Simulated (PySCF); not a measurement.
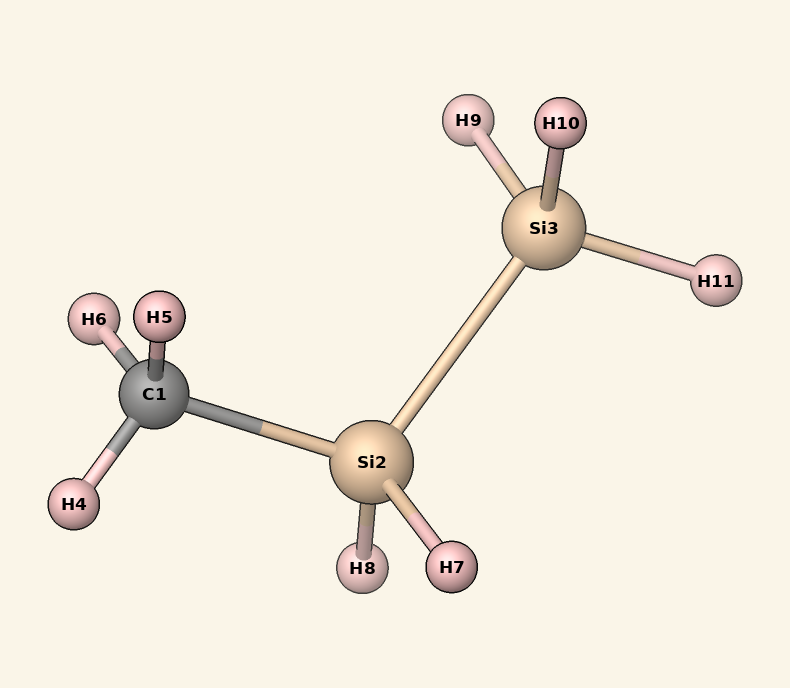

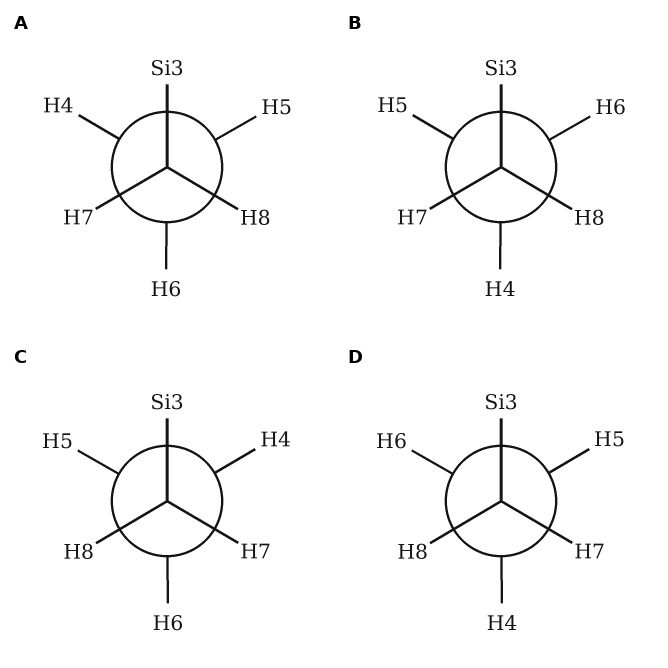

Depth is shown by fading: the farther an atom, the more it takes the colour of the background. Bonds that would overlap in a projection are set slightly apart. Computed geometry: PBE0-D3(BJ)/def2-SVP optimisation. No frequency run is at hand to confirm it as a minimum.

### Which Newman projection shows the view along Si2–C1, with Si2 in front?

B. The torsion angle Si3–Si2–C1–H4 is 180°, antiperiplanar (anti).
